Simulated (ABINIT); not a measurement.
# Quasiparticle gap of BaZrSe3 (P1) in ABINIT, part 2 of 3

How does a plane-wave GW calculation on BaZrSe3 (P1) run from the first input to the gap?

ABINIT 10.8.3; PBEsol and many-body steps on it, plane waves. Known limits of the many-body steps: not at the basis limit; no spin-orbit coupling; coarse k mesh.

So far. Step 2 (Ground state): The gap is indirect, with the least direct gap 0.54 eV higher.

## (3) Bands along the symmetry lines

Level of this step: DFT, PBEsol, plane waves, norm-conserving pseudopotentials (ABINIT).

Levels along a band path, at the cheap level, show where the edges lie and whether the meshes to come will hold them.

Input file run.abi:

```
acell 3*1.0 Angstrom
rprim 
  5.287383000000 -0.000000000000 -0.000000000000
  0.003576000000 5.296392000000 -0.000000000000
  0.007950000000 0.010054000000 5.309462000000
ntypat 3
znucl 56 40 34
natom 5
typat 1 2 3 3 3
xred 
  0.998643000000 0.998478000000 0.998673000000
  0.476578000000 0.490069000000 0.476727000000
  0.488317000000 0.998506000000 0.502693000000
  0.983845000000 0.511636000000 0.518540000000
  0.492614000000 0.501310000000 0.993370000000
pp_dirpath "pseudos"
pseudos "Ba.upf, Zr.upf, Se.upf"
ecut 48
iscf -2
irdden 1
kptopt 0
nkpt 60
kpt 
  0.00000000 0.00000000 0.00000000
  0.00000000 -0.06250000 0.00000000
  0.00000000 -0.12500000 0.00000000
  0.00000000 -0.18750000 0.00000000
  0.00000000 -0.25000000 0.00000000
  0.00000000 -0.31250000 0.00000000
  0.00000000 -0.37500000 0.00000000
  0.00000000 -0.43750000 0.00000000
  0.00000000 -0.50000000 0.00000000
  -0.50000000 0.00000000 0.00000000
  -0.43750000 0.00000000 0.00000000
  -0.37500000 0.00000000 0.00000000
  -0.31250000 0.00000000 0.00000000
  -0.25000000 0.00000000 0.00000000
  -0.18750000 0.00000000 0.00000000
  -0.12500000 0.00000000 0.00000000
  -0.06250000 0.00000000 0.00000000
  0.00000000 0.00000000 0.00000000
  0.00000000 0.00000000 -0.06250000
  0.00000000 0.00000000 -0.12500000
  0.00000000 0.00000000 -0.18750000
  0.00000000 0.00000000 -0.25000000
  0.00000000 0.00000000 -0.31250000
  0.00000000 0.00000000 -0.37500000
  0.00000000 0.00000000 -0.43750000
  0.00000000 0.00000000 -0.50000000
  -0.50000000 -0.50000000 -0.50000000
  -0.43750000 -0.43750000 -0.43750000
  -0.37500000 -0.37500000 -0.37500000
  -0.31250000 -0.31250000 -0.31250000
  -0.25000000 -0.25000000 -0.25000000
  -0.18750000 -0.18750000 -0.18750000
  -0.12500000 -0.12500000 -0.12500000
  -0.06250000 -0.06250000 -0.06250000
  0.00000000 0.00000000 0.00000000
  -0.06250000 0.00000000 -0.06250000
  -0.12500000 0.00000000 -0.12500000
  -0.18750000 0.00000000 -0.18750000
  -0.25000000 0.00000000 -0.25000000
  -0.31250000 0.00000000 -0.31250000
  -0.37500000 0.00000000 -0.37500000
  -0.43750000 0.00000000 -0.43750000
  -0.50000000 -0.00000000 -0.50000000
  0.00000000 -0.50000000 -0.50000000
  0.00000000 -0.43750000 -0.43750000
  0.00000000 -0.37500000 -0.37500000
  0.00000000 -0.31250000 -0.31250000
  0.00000000 -0.25000000 -0.25000000
  0.00000000 -0.18750000 -0.18750000
  0.00000000 -0.12500000 -0.12500000
  0.00000000 -0.06250000 -0.06250000
  0.00000000 0.00000000 0.00000000
  -0.06250000 -0.06250000 0.00000000
  -0.12500000 -0.12500000 0.00000000
  -0.18750000 -0.18750000 0.00000000
  -0.25000000 -0.25000000 0.00000000
  -0.31250000 -0.31250000 0.00000000
  -0.37500000 -0.37500000 0.00000000
  -0.43750000 -0.43750000 0.00000000
  -0.50000000 -0.50000000 -0.00000000
istwfk *1
nband 54
nbdbuf 2
tolwfr 1e-08
nstep 40
prtwf 0
prtvol 0
indata_prefix "in"
outdata_prefix "out"
tmpdata_prefix "tmp"
```

Launch:

```bash
$ OMP_NUM_THREADS=1 mpirun -n 8 abinit run.abi > log
```

Numbers of over 12 decimals in the logs are rounded to 6 here.

The log of the run:

```text
.Version 10.8.3 of ABINIT. v10.8.2 released Aug 2026.

 Symmetries : space group P1 (#  1); Bravais aP (primitive triclinic)
[... echo of the input left out ...]
== DATASET  1 ==================================================================
-   mpi_nproc: 8, omp_nthreads: 1 (-1 if OMP is not activated)

--- !DatasetInfo
iteration_state: {dtset: 1, }
dimensions: {natom: 5, nkpt: 60, mband: 54, nsppol: 1, nspinor: 1, nspden: 1, mpw: 15990, }
cutoff_energies: {ecut:  48.0, pawecutdg:  -1.0, }
electrons: {nelect:   9.40000000E+01, charge:   0.00000000E+00, occopt:   1.00000000E+00, tsmear:   1.00000000E-02, }

 Real(R)+Recip(G) space primitive vectors, cartesian coordinates (Bohr,Bohr^-1):
 R(1)=  9.9917058  0.0000000  0.0000000  G(1)=  0.1000830 -0.0000676 -0.0001497
 R(2)=  0.0067577 10.0087303  0.0000000  G(2)=  0.0000000  0.0999128 -0.0001892
 R(3)=  0.0150233  0.0189993 10.0334291  G(3)=  0.0000000  0.0000000  0.0996668
 Unit cell volume ucvol=  1.0033859E+03 bohr^3
 Angles (23,13,12)=  8.98914470E+01  8.99142097E+01  8.99613152E+01 degrees

 getcut: wavevector=  0.0000  0.0000  0.0000  ngfft=  64  64  64
         ecut(hartree)=     48.000   => boxcut(ratio)=   2.04524

--- Pseudopotential description ------------------------------------------------
- Ba Generated using ONCVPSP code by D. R. Hamann
- 56.00000  10.00000  180301                  znucl, zion, pspdat
12 -116133 2 -1 1936                          pspcod,pspxc,lmax,lloc,mmax
     nproj     2     2     2
  pspatm : epsatm=   22.57506632
         --- l  ekb(1:nproj) -->
             0    6.556682    0.638229
             1    5.348860    0.533728
             2    4.518908    0.934050
 pspatm: atomic psp has been read  and splines computed

- Zr Generated using ONCVPSP code by D. R. Hamann
- 40.00000  12.00000  180301                  znucl, zion, pspdat
12 -116133 2 -1 1604                          pspcod,pspxc,lmax,lloc,mmax
     nproj     2     2     2
  pspatm : epsatm=   18.88750569
         --- l  ekb(1:nproj) -->
[...]
pspatm: atomic psp has been read  and splines computed

- Se Generated using ONCVPSP code by D. R. Hamann
- 34.00000  24.00000  180301                  znucl, zion, pspdat
12 -116133 2 -1 1198                          pspcod,pspxc,lmax,lloc,mmax
     nproj     2     2     2
  pspatm : epsatm=   25.27915816
         --- l  ekb(1:nproj) -->
[...]
pspatm: atomic psp has been read  and splines computed

--------------------------------------------------------------------------------

================================================================================
 prteigrs : about to open file out_EIG
 Non-SCF case, kpt    1 (  0.00000  0.00000  0.00000), residuals and eigenvalues=
  2.90E-09  2.93E-09  3.00E-09  2.70E-09  1.73E-09  1.98E-09  1.52E-09  2.22E-09
  2.02E-09  1.24E-09  3.29E-09  8.56E-09  2.51E-09  2.57E-09  5.63E-09  8.05E-09
[...]
Non-SCF case, kpt   59 ( -0.43750 -0.43750  0.00000), residuals and eigenvalues=
[...]
Non-SCF case, kpt   60 ( -0.50000 -0.50000 -0.00000), residuals and eigenvalues=
[...]
--- !ResultsGS
iteration_state: {dtset: 1, }
comment   : Summary of ground state results
lattice_vectors:
- [  9.9917058,  -0.0000000,  -0.0000000, ]
- [  0.0067577,  10.0087303,  -0.0000000, ]
- [  0.0150233,   0.0189993,  10.0334291, ]
lattice_lengths: [   9.99171,   10.00873,   10.03346, ]
lattice_angles: [ 89.891,  89.914,  89.961, ] # degrees, (23, 13, 12)
lattice_volume:   1.0033859E+03
convergence: {deltae:  0.000E+00, res2:  0.000E+00, residm:  9.991E-09, diffor:  0.000E+00, }
etotal    :  -1.09325098E+03
entropy   :   0.00000000E+00
fermie    :   2.12745016E-01
cartesian_stress_tensor: null
pressure_GPa: null
xred      :
- [  9.9864E-01,   9.9848E-01,   9.9867E-01, Ba]
- [  4.7658E-01,   4.9007E-01,   4.7673E-01, Zr]
- [  4.8832E-01,   9.9851E-01,   5.0269E-01, Se]
- [  9.8385E-01,   5.1164E-01,   5.1854E-01, Se]
- [  4.9261E-01,   5.0131E-01,   9.9337E-01, Se]
cartesian_forces: null
force_length_stats: {min: null, max: null, mean: null, }

 Integrated electronic density in atomic spheres:
 ------------------------------------------------
 Atom  Sphere_radius  Integrated_density
[...]
================================================================================

 ----iterations are completed or convergence reached----

 Mean square residual over all n,k,spin=   51.223E-10; max=  99.914E-10
 reduced coordinates (array xred) for    5 atoms
[...]
0.983845000000      0.511636000000      0.518540000000
       0.492614000000      0.501310000000      0.993370000000

 cartesian coordinates (angstrom) at end:
    1      5.291718     5.298372     5.302416
    2      2.525393     2.600391     2.531164
    3      2.589486     5.293533     2.669029
    4      5.207917     2.715038     2.753168
    5      2.614329     2.665122     5.274260
 length scales=  1.889726125908  1.889726125908  1.889726125908 bohr
              =  1.000000000000  1.000000000000  1.000000000000 angstroms
 prteigrs : about to open file out_EIG
 Eigenvalues (hartree) for nkpt=  60  k points:
 kpt#   1, nband= 54, wtk=  1.00000, kpt=  0.0000  0.0000  0.0000 (reduced coord)
[...]
kpt#   2, nband= 54, wtk=  1.00000, kpt=  0.0000 -0.0625  0.0000 (reduced coord)
[...]
kpt#   3, nband= 54, wtk=  1.00000, kpt=  0.0000 -0.1250  0.0000 (reduced coord)
[...]
kpt#  59, nband= 54, wtk=  1.00000, kpt= -0.4375 -0.4375  0.0000 (reduced coord)
[...]
0.29071    0.29202    0.30438    0.35031    0.36064    0.38860
 kpt#  60, nband= 54, wtk=  1.00000, kpt= -0.5000 -0.5000  0.0000 (reduced coord)
[...]
-0.27735   -0.27733   -0.27130   -0.24179   -0.22234   -0.22216    0.04314    0.06248
   0.07974    0.11226    0.11369    0.13273    0.14307    0.14374    0.20846    0.29090
   0.29285    0.29469    0.30356    0.35012    0.35777    0.39337

== END DATASET(S) ==============================================================
================================================================================

 -outvars: echo values of variables after computation  --------
            nband          54
             nkpt          60
          spgroup           1
 [... the other variables as echoed above ...]

 Calculation completed.
```

Run time: 3.8 min. Hardware: 8 MPI ranks of Intel Xeon Platinum 8488C (Sapphire Rapids), shared host; peak memory 1.6 GiB; 31 min of CPU time.

Numbers from this step:

```
gap                        : 0.1584 eV
k of the valence top       : -0.5, -0.5, -0.5
k of the conduction bottom : 0, 0, 0
least direct gap           : 0.6966 eV
```

The gap is 0.158 eV, as in the run before at this level.

Electronic bands along the path, in eV, zero at the top of the highest filled band:

```tsv
point	band 44	band 45	band 46	band 47	band 48	band 49	band 50	band 51
Γ	-1.26	-0.79	-0.61	-0.54	0.16	0.29	0.54	1.85
X	-2.45	-1.96	-1.12	-0.91	0.58	2.19	2.25	2.29
jump to Y	-2.41	-1.99	-1.04	-0.90	0.43	2.09	2.13	2.30
Γ	-1.26	-0.79	-0.61	-0.54	0.16	0.29	0.54	1.85
Z	-2.40	-1.99	-0.93	-0.85	0.37	2.17	2.27	2.32
jump to R	-3.58	-0.04	-0.03	0.00	2.34	2.53	2.61	3.01
Γ	-1.26	-0.79	-0.61	-0.54	0.16	0.29	0.54	1.85
T	-2.16	-1.87	-1.85	-0.14	2.13	2.20	2.20	2.56
jump to U	-2.03	-1.89	-1.83	-0.16	2.18	2.21	2.24	2.66
Γ	-1.26	-0.79	-0.61	-0.54	0.16	0.29	0.54	1.85
V	-2.18	-1.90	-1.88	-0.12	2.13	2.18	2.23	2.47
```

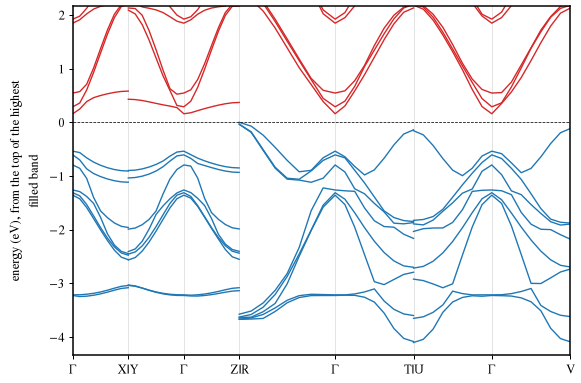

Electronic bands along the path; lines of filled and empty bands in two colours.

## (4) Empty states on the mesh, 2×2×2 mesh, 118 bands

The sums over transitions need many empty states on a uniform mesh; this step solves for them.

Input file run.abi:

```
acell 3*1.0 Angstrom
rprim 
  5.287383000000 -0.000000000000 -0.000000000000
  0.003576000000 5.296392000000 -0.000000000000
  0.007950000000 0.010054000000 5.309462000000
ntypat 3
znucl 56 40 34
natom 5
typat 1 2 3 3 3
xred 
  0.998643000000 0.998478000000 0.998673000000
  0.476578000000 0.490069000000 0.476727000000
  0.488317000000 0.998506000000 0.502693000000
  0.983845000000 0.511636000000 0.518540000000
  0.492614000000 0.501310000000 0.993370000000
pp_dirpath "pseudos"
pseudos "Ba.upf, Zr.upf, Se.upf"
ecut 48
ngkpt 2 2 2
nshiftk 1
shiftk 0 0 0
kptopt 1
chksymbreak 0
iscf -2
irdden 1
istwfk *1
nband 118
nbdbuf 10
tolwfr 1e-09
nstep 60
prtvol 0
indata_prefix "in"
outdata_prefix "out"
tmpdata_prefix "tmp"
```

The log of the run:

```text
.Version 10.8.3 of ABINIT. v10.8.2 released Aug 2026.

 Symmetries : space group P1 (#  1); Bravais aP (primitive triclinic)
[... echo of the input left out ...]
== DATASET  1 ==================================================================
-   mpi_nproc: 8, omp_nthreads: 1 (-1 if OMP is not activated)

--- !DatasetInfo
iteration_state: {dtset: 1, }
dimensions: {natom: 5, nkpt: 8, mband: 118, nsppol: 1, nspinor: 1, nspden: 1, mpw: 15990, }
cutoff_energies: {ecut:  48.0, pawecutdg:  -1.0, }
electrons: {nelect:   9.40000000E+01, charge:   0.00000000E+00, occopt:   1.00000000E+00, tsmear:   1.00000000E-02, }

 Real(R)+Recip(G) space primitive vectors, cartesian coordinates (Bohr,Bohr^-1):
 R(1)=  9.9917058  0.0000000  0.0000000  G(1)=  0.1000830 -0.0000676 -0.0001497
 R(2)=  0.0067577 10.0087303  0.0000000  G(2)=  0.0000000  0.0999128 -0.0001892
 R(3)=  0.0150233  0.0189993 10.0334291  G(3)=  0.0000000  0.0000000  0.0996668
 Unit cell volume ucvol=  1.0033859E+03 bohr^3
 Angles (23,13,12)=  8.98914470E+01  8.99142097E+01  8.99613152E+01 degrees

 getcut: wavevector=  0.0000  0.0000  0.0000  ngfft=  64  64  64
         ecut(hartree)=     48.000   => boxcut(ratio)=   2.04524

--- Pseudopotential description ------------------------------------------------
- Ba Generated using ONCVPSP code by D. R. Hamann
- 56.00000  10.00000  180301                  znucl, zion, pspdat
12 -116133 2 -1 1936                          pspcod,pspxc,lmax,lloc,mmax
     nproj     2     2     2
  pspatm : epsatm=   22.57506632
         --- l  ekb(1:nproj) -->
             0    6.556682    0.638229
             1    5.348860    0.533728
             2    4.518908    0.934050
 pspatm: atomic psp has been read  and splines computed

- Zr Generated using ONCVPSP code by D. R. Hamann
- 40.00000  12.00000  180301                  znucl, zion, pspdat
12 -116133 2 -1 1604                          pspcod,pspxc,lmax,lloc,mmax
     nproj     2     2     2
  pspatm : epsatm=   18.88750569
         --- l  ekb(1:nproj) -->
[...]
pspatm: atomic psp has been read  and splines computed

- Se Generated using ONCVPSP code by D. R. Hamann
- 34.00000  24.00000  180301                  znucl, zion, pspdat
12 -116133 2 -1 1198                          pspcod,pspxc,lmax,lloc,mmax
     nproj     2     2     2
  pspatm : epsatm=   25.27915816
         --- l  ekb(1:nproj) -->
[...]
pspatm: atomic psp has been read  and splines computed

--------------------------------------------------------------------------------

================================================================================
 prteigrs : about to open file out_EIG
 Non-SCF case, kpt    1 (  0.00000  0.00000  0.00000), residuals and eigenvalues=
  6.55E-10  8.99E-10  7.95E-10  2.46E-10  3.35E-10  3.20E-10  2.91E-10  2.77E-10
  3.58E-10  2.63E-10  3.02E-10  4.05E-10  4.13E-10  2.20E-10  7.72E-10  9.46E-10
  7.49E-10  6.84E-10  9.34E-10  6.85E-10  9.18E-10  2.19E-10  9.44E-10  2.33E-10
[...]
1.01E-09  5.75E-06  2.38E-05  1.77E-05  2.72E-04  7.58E-04
 -7.3888E+00 -7.3880E+00 -7.3879E+00 -5.1720E+00 -5.1715E+00 -5.1715E+00
 -5.1714E+00 -5.1713E+00 -5.1707E+00 -5.1706E+00 -5.1705E+00 -5.1704E+00
[...]
1.1356E+00  1.1412E+00  1.1478E+00  1.1593E+00  1.1616E+00  1.2399E+00
  1.2419E+00  1.2461E+00  1.2906E+00  1.2919E+00
 prteigrs : prtvol=0 or 1, do not print more k-points.

--- !ResultsGS
iteration_state: {dtset: 1, }
comment   : Summary of ground state results
lattice_vectors:
- [  9.9917058,  -0.0000000,  -0.0000000, ]
- [  0.0067577,  10.0087303,  -0.0000000, ]
- [  0.0150233,   0.0189993,  10.0334291, ]
lattice_lengths: [   9.99171,   10.00873,   10.03346, ]
lattice_angles: [ 89.891,  89.914,  89.961, ] # degrees, (23, 13, 12)
lattice_volume:   1.0033859E+03
convergence: {deltae:  0.000E+00, res2:  0.000E+00, residm:  9.993E-10, diffor:  0.000E+00, }
etotal    :  -1.09325098E+03
entropy   :   0.00000000E+00
fermie    :   2.12745016E-01
cartesian_stress_tensor: null
pressure_GPa: null
xred      :
- [  9.9864E-01,   9.9848E-01,   9.9867E-01, Ba]
- [  4.7658E-01,   4.9007E-01,   4.7673E-01, Zr]
- [  4.8832E-01,   9.9851E-01,   5.0269E-01, Se]
- [  9.8385E-01,   5.1164E-01,   5.1854E-01, Se]
- [  4.9261E-01,   5.0131E-01,   9.9337E-01, Se]
cartesian_forces: null
force_length_stats: {min: null, max: null, mean: null, }

 Integrated electronic density in atomic spheres:
 ------------------------------------------------
 Atom  Sphere_radius  Integrated_density
[...]
================================================================================

 ----iterations are completed or convergence reached----

 Mean square residual over all n,k,spin=   51.776E-11; max=  99.932E-11
 reduced coordinates (array xred) for    5 atoms
[...]
0.983845000000      0.511636000000      0.518540000000
       0.492614000000      0.501310000000      0.993370000000

 cartesian coordinates (angstrom) at end:
    1      5.291718     5.298372     5.302416
    2      2.525393     2.600391     2.531164
    3      2.589486     5.293533     2.669029
    4      5.207917     2.715038     2.753168
    5      2.614329     2.665122     5.274260
 length scales=  1.889726125908  1.889726125908  1.889726125908 bohr
              =  1.000000000000  1.000000000000  1.000000000000 angstroms
 prteigrs : about to open file out_EIG
 Eigenvalues (hartree) for nkpt=   8  k points:
 kpt#   1, nband=118, wtk=  0.12500, kpt=  0.0000  0.0000  0.0000 (reduced coord)
[...]
1.00028    1.02645    1.03150    1.03560    1.07895    1.09225    1.10943    1.11310
   1.11527    1.11987    1.12160    1.12336    1.13560    1.14119    1.14782    1.15932
   1.16158    1.23987    1.24189    1.24611    1.29057    1.29192
 prteigrs : prtvol=0 or 1, do not print more k-points.

== END DATASET(S) ==============================================================
================================================================================

 -outvars: echo values of variables after computation  --------
            nband         118
             nkpt           8
          spgroup           1
 [... the other variables as echoed above ...]

 Calculation completed.
```

Elapsed: 74 s, on 8 MPI ranks; peak memory 1.1 GiB; 9.8 min of CPU time.

This step gave:

- gap: 0.1584 eV
- k of the valence top: 0.5, 0.5, 0.5
- k of the conduction bottom: 0, 0, 0
- least direct gap: 0.6966 eV
- k points computed: 8
- lowest point of the top converged band, above the valence top: 24.78 eV

On this mesh the gap is 0.158 eV.

## (5) Screening, 2×2×2 mesh, 108 bands, screening to 87.1 eV

The RPA dielectric matrix is built and inverted for each q.

This step: RPA screening on PBEsol, plane waves, norm-conserving pseudopotentials.

Changes to run.abi since step 4:

```diff
@@ -23,10 +23,11 @@
 chksymbreak 0
-iscf -2
-irdden 1
 istwfk *1
-nband 118
-nbdbuf 10
-tolwfr 1e-09
-nstep 60
-prtvol 0
+occopt 1
+irdwfk 1
+optdriver 3
+nband 108
+ecuteps 3.2
+inclvkb 2
+awtr 1
+symchi 1
 indata_prefix "in"
```

The log of the run:

```text
.Version 10.8.3 of ABINIT. v10.8.2 released Aug 2026.

 Symmetries : space group P1 (#  1); Bravais aP (primitive triclinic)
[... echo of the input left out ...]
== DATASET  1 ==================================================================
-   mpi_nproc: 8, omp_nthreads: 1 (-1 if OMP is not activated)

--- !DatasetInfo
iteration_state: {dtset: 1, }
dimensions: {natom: 5, nkpt: 8, mband: 108, nsppol: 1, nspinor: 1, nspden: 1, mpw: 15990, }
cutoff_energies: {ecut:  48.0, pawecutdg:  -1.0, }
electrons: {nelect:   9.40000000E+01, charge:   0.00000000E+00, occopt:   1.00000000E+00, tsmear:   1.00000000E-02, }

 SCREENING: Calculation of the susceptibility and dielectric matrices

 Based on a program developped by R.W. Godby, V. Olevano, G. Onida, and L. Reining.
 Incorporated in ABINIT by V. Olevano, G.-M. Rignanese, and M. Torrent.
.Using double precision arithmetic ; gwpc =  8

[... cell and pseudopotentials left out ...]
--------------------------------------------------------------------------------

 ==== K-mesh for the wavefunctions ====
 Number of points in the irreducible wedge :     8
[... list of points left out ...]
 Together with  1 symmetry operations and time-reversal symmetry
 yields     8 points in the full Brillouin Zone.

 ==== Q-mesh for the screening function ====
 Number of points in the irreducible wedge :     8
[... list of points left out ...]
 Together with  1 symmetry operations and time-reversal symmetry
 yields     8 points in the full Brillouin Zone.

 setmesh: FFT mesh size selected  =    40x   40x   40
          total number of points  =        64000

 vcoul_init : cutoff-mode = AUXILIARY_FUNCTION
 q-points for optical limit:   1
     1)      0.000010    0.000020    0.000030

- screening: taking advantage of time-reversal symmetry
- Maximum band index for partially occupied states nbvw = 47
- Remaining bands to be divided among processors   nbcw = 61
- Number of bands treated by each node ~7

 Number of electrons calculated from density =   94.0000; Expected =   94.0000
 average of density, n =  0.093683
 r_s =    1.3659
 omega_plasma =   29.5247 [eV]

 calculating chi0 at frequencies [eV] :
  1    0.000000E+00    0.000000E+00
  2    0.000000E+00    2.952470E+01

--------------------------------------------------------------------------------
  q-point number  1        q = ( 0.000000, 0.000000, 0.000000) [r.l.u.]
--------------------------------------------------------------------------------
[... chi0 elements left out ...]
 For q-point:  0.000010 0.000020 0.000030
  dielectric constant =  24.3577
  dielectric constant without local fields =  31.1300

  Average fulfillment of the sum rule on Im[epsilon] for q-point    1 :     28.25  [%]
[... wings left out ...]
  q-point number  2        q = ( 0.500000, 0.000000, 0.000000) [r.l.u.]
--------------------------------------------------------------------------------
[... chi0 elements left out ...]
  Average fulfillment of the sum rule on Im[epsilon] for q-point    2 :     33.24  [%]

 [... 6 further q-points ...]
```

Run time: 76 s. Hardware: 8 MPI ranks; peak memory 5.3 GiB.

Numbers from this step:

```yaml
eps_infinity_with_local_fields_on_this_mesh_along_the_program_s_q_direction: 24.36
the_same_without_local_fields: 31.13
plasma_frequency: 29.52 eV
plane_waves_in_the_screening_matrix: 257
```

Local fields lower ε∞ by 22 %. On a Γ-centred mesh this coarse the value itself is usually too large, while a short band sum pulls it down.

(Part 2 of 3 ends here.)

[Paths, hosts, dates, memory and timing lines, banners, echoed tables and standing remarks are left out of the program output.]

[Logs are printed without paths, hosts, clocks, repeated set-up lines and the standing remarks that a program may print on its own settings, such as how far it seeks lower states.]

[Runs of the session that timed out or met a known fault of the program may be left out.]

[Hosts, paths, dates, database ids (printed as entryN), source tags and the programs' standing remarks are cut or masked in the printed files.]

[G0W0 gaps are taken among the corrected bands and points alone; a level outside them can change the order at an edge.]

[Where Ansatz stands beside ABINIT at settings called matched, ABINIT's density can come from a denser mesh and the files from another edition; pairs whose starting gaps differed by over 0.03 eV were left out, so agreement reads better than it is.]
